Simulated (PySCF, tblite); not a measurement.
# C6H6N radical: geometry, infrared bands and EPR parameters

What infrared bands and EPR parameters should C6H6N radical (`C#C[C@H]1C=C[CH]N1`) show?

Programs: tblite 0.8.0 and PySCF 2.14.0, with density-fitted response routines of our own. Each step states its level of theory. These are calculated values for one molecule in the gas phase, unless marked as measured. Atoms are numbered from 0 throughout.

## Step 1: The starting structure

13 atoms, charge 0, multiplicity 2; geometry from: force field or distance geometry start.

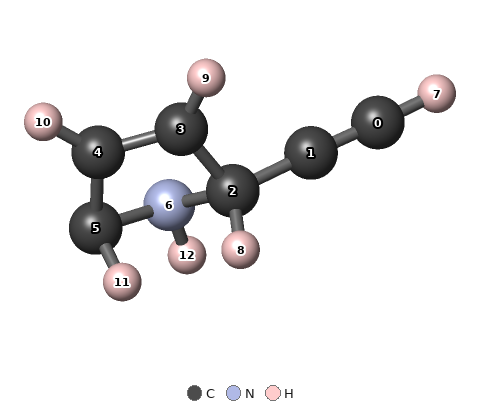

The starting geometry (carbon dark grey, nitrogen light blue, hydrogen pink), atoms numbered.

## Step 2: Optimising the geometry with GFN2-xTB

The job: settings as JSON, then the geometry in Å.

```
{"job": {"kind": "relax", "xc": "GFN2-xTB", "basis": "xTB"}, "charge": 0, "multiplicity": 2}
C      2.737600     0.849000     0.140400
C      1.625600     0.395500     0.103900
C      0.306100    -0.154600     0.097700
C     -0.747800     0.907700    -0.158200
C     -1.811000     0.293200    -0.710300
C     -1.435100    -1.163200    -0.836700
N      0.020500    -1.012200    -1.041400
H      3.709700     1.285000     0.169400
H      0.002100    -0.659600     1.034000
H     -0.680800     1.950900     0.085500
H     -2.746600     0.751600    -1.029600
H     -1.504600    -1.530300     0.234800
H      0.520000    -1.912400    -0.968400
```

Started as:

```bash
> OMP_NUM_THREADS=1 python probes_run.py task.json out
```

This one command runs all jobs of the session in turn.

Output:

```text
step      E/eV     max force
  0    -506.00044    2.725
  1    -506.21197    1.671
  2    -506.26579    4.214
  3    -506.38758    1.526
  4    -506.48798    1.689
  5    -506.68931    1.252
  6    -506.85474    1.724
  7    -506.98739    2.000
  8    -507.21518    2.037
  9    -507.42088    1.639
 10    -507.59042    1.594
 11    -507.70097    2.244
 12    -507.79446    1.446
 13    -507.88258    0.743
 14    -507.94510    0.496
 15    -508.01042    0.491
 16    -508.04821    0.505
 17    -508.08263    0.417
 18    -508.10285    0.282
 19    -508.11293    0.218
 20    -508.12088    0.264
 21    -508.13047    0.286
 22    -508.14309    0.330
 23    -508.15955    0.341
 24    -508.17785    0.353
 25    -508.19674    0.325
 26    -508.21756    0.383
 27    -508.24027    0.452
 28    -508.26186    0.407
 29    -508.27937    0.356
 30    -508.29180    0.291
 31    -508.30155    0.259
 32    -508.30905    0.455
 33    -508.31527    0.208
 34    -508.32115    0.179
 35    -508.32493    0.165
 36    -508.32846    0.141
 37    -508.33144    0.168
 38    -508.33607    0.200
 39    -508.34046    0.168
 40    -508.34406    0.145
 41    -508.34639    0.130
 42    -508.34808    0.099
 43    -508.34928    0.108
 44    -508.35039    0.065
 45    -508.35123    0.067
 46    -508.35180    0.066
 47    -508.35225    0.054
 48    -508.35275    0.065
 49    -508.35328    0.068
 50    -508.35372    0.052
 51    -508.35404    0.059
 52    -508.35439    0.083
 53    -508.35492    0.108
 54    -508.35568    0.125
 55    -508.35659    0.126
 56    -508.35770    0.131
 57    -508.35901    0.406
 58    -508.36145    0.141
 59    -508.36294    0.551
 60    -508.36725    0.226
 61    -508.36983    0.128
 62    -508.37019    0.141
 63    -508.37063    0.162
 64    -508.37179    0.081
 65    -508.37232    0.068
 66    -508.37320    0.072
 67    -508.37404    0.061
 68    -508.37449    0.068
 69    -508.37510    0.073
 70    -508.37610    0.093
 71    -508.37751    0.120
 72    -508.37897    0.112
 73    -508.38025    0.098
 74    -508.38137    0.129
 75    -508.38234    0.118
 76    -508.38338    0.092
 77    -508.38463    0.167
 78    -508.38571    0.118
 79    -508.38657    0.112
 80    -508.38708    0.043
 81    -508.38730    0.026
 82    -508.38742    0.032
 83    -508.38748    0.022
 84    -508.38752    0.020
 85    -508.38754    0.015
 86    -508.38757    0.011
 87    -508.38759    0.011
 88    -508.38760    0.007
```

Wall time 0.46 s (1 thread of Arm Neoverse V1, shared host).

Relaxation path: (not every step is listed)

```
step  energy from step 0 (eV)  largest force (eV/Å)
   0                   0.0000                2.7252
   1                  -0.2115                1.6712
   2                  -0.2653                4.2136
   3                  -0.3871                1.5257
   4                  -0.4875                1.6894
   5                  -0.6889                1.2517
   6                  -0.8543                1.7241
   7                  -0.9869                2.0002
   8                  -1.2147                2.0372
  15                  -2.0100                0.4913
  22                  -2.1426                0.3301
  29                  -2.2789                0.3558
  36                  -2.3280                0.1406
  43                  -2.3488                0.1077
  50                  -2.3533                0.0522
  57                  -2.3586                0.4062
  64                  -2.3713                0.0810
  71                  -2.3771                0.1203
  78                  -2.3853                0.1183
  83                  -2.3870                0.0218
  84                  -2.3871                0.0205
  85                  -2.3871                0.0153
  86                  -2.3871                0.0112
  87                  -2.3871                0.0108
  88                  -2.3872                0.0067
```

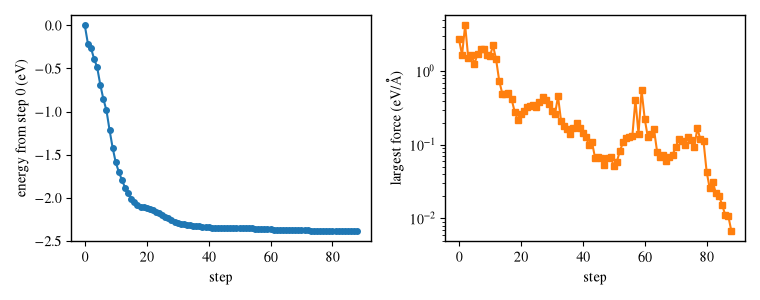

Energy and force, step by step.

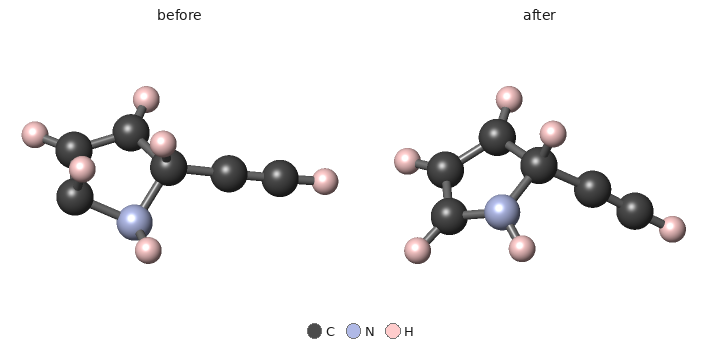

The geometry before (left) and after (right).

Distances of close pairs at the start and the end, largest changes first:

```
  bond  before (Å)  after (Å)  change (Å)
 C4–C5       1.509      1.384      -0.125
 C5–N6       1.478      1.377      -0.101
C5–H11       1.135      1.072      -0.063
 C1–C2       1.430      1.461      +0.032
 C3–C4       1.346      1.375      +0.028
N6–H12       1.032      1.007      -0.025
 C0–H7       1.066      1.050      -0.016
C4–H10       1.090      1.074      -0.016
```

The next job starts from the end point, and lists it.

## Step 3: Infrared spectrum with GFN2-xTB

The job: settings as JSON, then the geometry in Å.

```
{"job": {"kind": "ir", "xc": "GFN2-xTB", "basis": "xTB"}, "charge": 0, "multiplicity": 2}
C      2.638688     0.767831    -0.308363
C      1.576000     0.418395     0.117703
C      0.257140    -0.033946     0.555134
C     -0.829339     0.929378     0.165039
C     -1.664356     0.302890    -0.729186
C     -1.226220    -0.993466    -0.937087
N     -0.153472    -1.258773    -0.116110
H      3.574218     1.089647    -0.658734
H      0.304182    -0.205802     1.645961
H     -0.872581     1.935995     0.526635
H     -2.524922     0.742559    -1.196817
H     -1.629023    -1.755255    -1.574171
H      0.545297    -1.938966    -0.368982
```

Output:

```text
mode    cm-1     km/mol
  1     100.8      0.04
  2     136.7      0.60
  3     272.8      0.68
  4     408.5     14.61
  5     426.5     87.97
  6     505.5     50.47
  7     512.4      1.95
  8     602.8     26.80
  9     632.8     30.48
 10     645.6      7.97
 11     663.9     10.99
 12     761.3      1.60
 13     802.4      2.37
 14     842.3      2.33
 15     918.0      5.54
 16    1019.4     26.97
 17    1023.7      4.72
 18    1083.7      0.75
 19    1113.9      0.31
 20    1134.4      6.05
 21    1181.3      4.53
 22    1221.9      4.41
 23    1242.0     17.06
 24    1351.0     26.21
 25    1423.9      5.67
 26    1461.5     37.89
 27    2274.2     10.00
 28    2769.7     57.02
 29    3146.0     20.25
 30    3162.9     38.76
 31    3180.0     21.46
 32    3385.3      2.17
 33    3450.8      1.09
```

It took 0.31 s on 1 thread of Arm Neoverse V1, shared host.

Which atoms move in the most intense modes:

```
cm⁻¹  km/mol                                atoms
 426    88.0                    H12 56 %, C1 19 %
 506    50.5           N6 34 %, C1 29 %, H12 10 %
 603    26.8                     H9 72 %, C3 13 %
 633    30.5                    H7 54 %, H11 22 %
1019    27.0  H8 29 %, H10 18 %, C2 13 %, N6 12 %
1462    37.9                     C5 50 %, C4 23 %
2770    57.0                              H8 94 %
3163    38.8                             H11 77 %
```

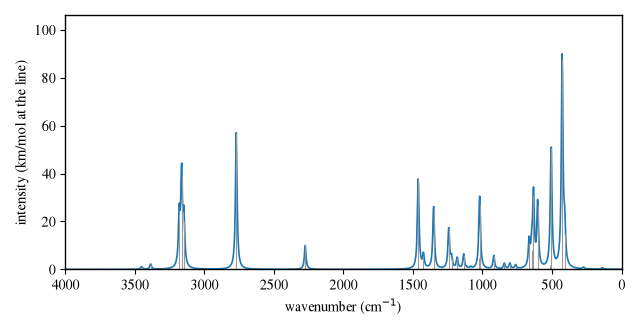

The infrared spectrum from these modes, unscaled. Lines are broadened to a width of 14 cm⁻¹ (Lorentzian).

## Step 4: g tensor and hyperfine couplings: B3LYP/pcH-1

Same as in step 3 but for these lines:

```diff
@@ -1,2 +1,2 @@
-{"job": {"kind": "ir", "xc": "GFN2-xTB", "basis": "xTB"}, "charge": 0, "multiplicity": 2}
+{"job": {"kind": "epr", "basis": "pcH-1"}, "charge": 0, "multiplicity": 2}
 C      2.638688     0.767831    -0.308363
```

Level: UKS B3LYP, pcH-1 on C H N, non-relativistic, mean-field spin-orbit, GIAO.

Output:

```text
UKS, coarse grid
  cycle   1  E = -286.82002954  |g| = 3.45e-01
  cycle   2  E = -286.80494850  |g| = 3.87e-01
  cycle   3  E = -286.87996762  |g| = 8.34e-02
  cycle   4  E = -286.88273047  |g| = 4.60e-02
  cycle   5  E = -286.88371287  |g| = 1.47e-02
  cycle   6  E = -286.88381330  |g| = 8.03e-03
  cycle   7  E = -286.88385622  |g| = 4.09e-03
  cycle   8  E = -286.88386917  |g| = 1.37e-03
  cycle   9  E = -286.88387129  |g| = 4.13e-04
UKS, final grid
  cycle   1  E = -286.88385643  |g| = 4.83e-04
  cycle   2  E = -286.88385634  |g| = 6.78e-04
  cycle   3  E = -286.88385654  |g| = 7.28e-05
  cycle   4  E = -286.88385654  |g| = 4.16e-05
  cycle   5  E = -286.88385655  |g| = 2.68e-05
E = -286.88385655 Eh   <S^2> = 0.7681 (exact 0.7500)
g shifts (ppm)      1          2          3
  rmc          -172       -172       -172
  gc              3         29         33
  oz_so         -34        556       1226
  total        -203        413       1087
hyperfine (MHz)  atom isotope    a_iso     a_fc   dipolar eigenvalues
    0   13C       5.53       5.53     -1.67     -0.36      2.03
    1   13C      97.52      97.52     -2.87     -2.53      5.40
    2   13C     -24.28     -24.28     -1.21      0.25      0.96
    3   13C      51.01      51.01    -46.05    -44.01     90.06
    4   13C     -37.45     -37.45    -19.75      8.88     10.87
    5   13C      39.38      39.38    -42.63    -41.06     83.70
    6   14N      14.05      14.05     -9.09     -8.90     17.99
    7    1H       1.72       1.72     -0.78     -0.61      1.39
    8    1H     116.03     116.03     -3.54     -0.95      4.48
    9    1H     -38.17     -38.17    -22.59     -0.23     22.82
   10    1H       6.97       6.97     -4.20      0.17      4.03
   11    1H     -35.60     -35.60    -21.20     -0.40     21.60
   12    1H       5.71       5.71    -10.82     -5.08     15.90
```

Run time: 48 s. Hardware: 1 thread of Arm Neoverse V1, shared host; peak memory 0.86 GiB.

Principal g values 2.00212, 2.00273, 2.00341; g(iso) = 2.00275, against 2.00232 for a free electron.

Hyperfine couplings, nucleus by nucleus at this fixed geometry (no averaging over rotations):

```
nuclei  isotope  a(iso) (MHz)  a(iso) (G, at g = 2.0023)  largest dipolar term (MHz)
    H8       1H         116.0                       41.4                         4.5
    C1      13C          97.5                       34.8                         5.4
    C3      13C          51.0                       18.2                        90.1
    C5      13C          39.4                       14.1                        83.7
    H9       1H         -38.2                      -13.6                        22.8
    C4      13C         -37.5                      -13.4                       -19.8
   H11       1H         -35.6                      -12.7                        21.6
    C2      13C         -24.3                       -8.7                        -1.2
    N6      14N          14.0                        5.0                        18.0
   H10       1H           7.0                        2.5                        -4.2
   H12       1H           5.7                        2.0                        15.9
    C0      13C           5.5                        2.0                         2.0
    H7       1H           1.7                        0.6                         1.4
```

Mulliken spin populations:

C0 -0.01; C1 0.04; C2 -0.05; C3 0.56; C4 -0.18; C5 0.50; N6 0.14; H7 0.00; H8 0.05; H9 -0.03; H10 0.01; H11 -0.02; H12 0.00

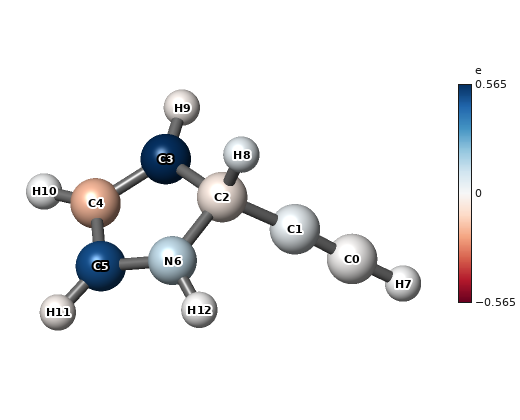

Mulliken spin populations, as colours on the atoms.

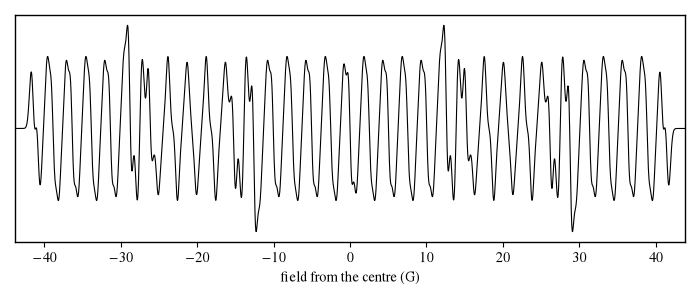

First-order isotropic spectrum (first derivative, main isotopes with spin only, couplings over 0.8 MHz, Gaussian width 0.3 G; couplings of the frozen geometry, rotation of groups not averaged beyond the rows shown).

Orbitals, density, ELF and potential are computed afterwards from the orbital file.

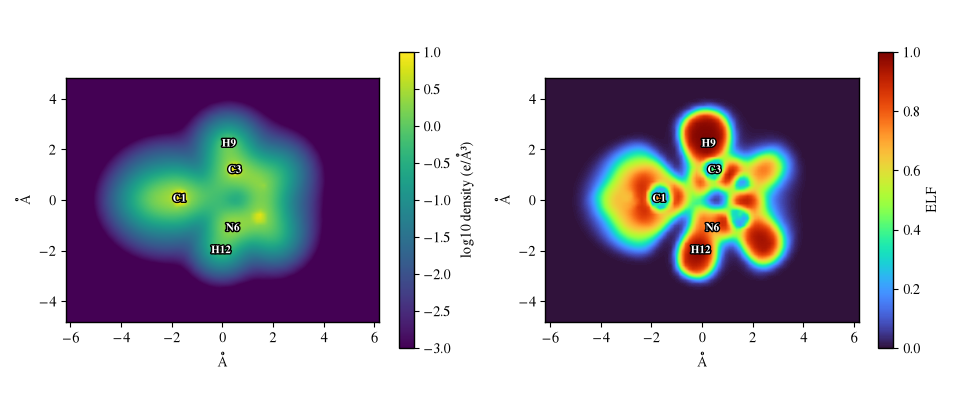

Density (left) and ELF (right) in a plane through or near 5 of the atoms.

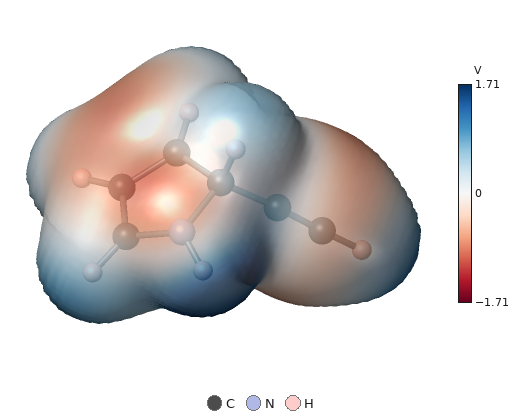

Electrostatic potential on the surface of density 0.002 e/bohr³; red is low, blue high. It runs from -0.96 V near C1 to 1.71 V near H12.

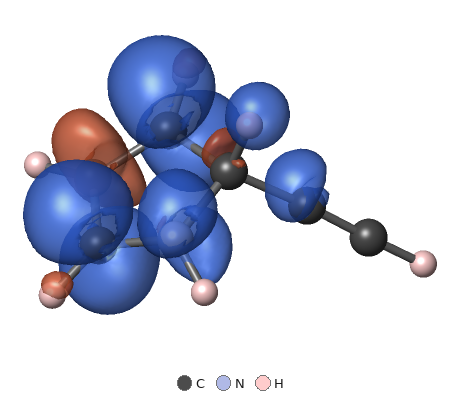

Spin density at ±0.02 e/Å³ (alpha excess blue, beta excess red).

## Step 5: What came out

| quantity | value |
| --- | --- |
| strongest single infrared mode (GFN2-xTB) | 426 cm⁻¹, 88 km/mol |
| zero-point energy (GFN2-xTB) | 61.3 kcal/mol |
| g(iso) (B3LYP) | 2.00275 |
| ⟨S²⟩ | 0.768 (exact 0.75) |
| largest a(iso) | 1H on H8, 116.0 MHz |
| potential on the surface of density 0.002 e/bohr³, 1st and 99th percentile | -0.96 V and 1.71 V |

**Reading.** Relaxing lowered the energy by 2.387 eV in 88 steps; the close pair that moved most is C4–C5, from 1.509 to 1.384 Å. No mode is imaginary among the 33: a minimum at this level. The strongest single mode, at 426 cm⁻¹, moves mainly H12. GFN2-xTB is a fitted tight-binding method: band positions and strengths are rough. Its intensities can rank the bands wrongly. The largest spin populations lie on C3 (0.56 e), C5 (0.50 e). The isotropic g lies 0.4 ppt above the free-electron value. The conformer search found further structures of the same energy, which may be mirror or relabelled copies of this one.
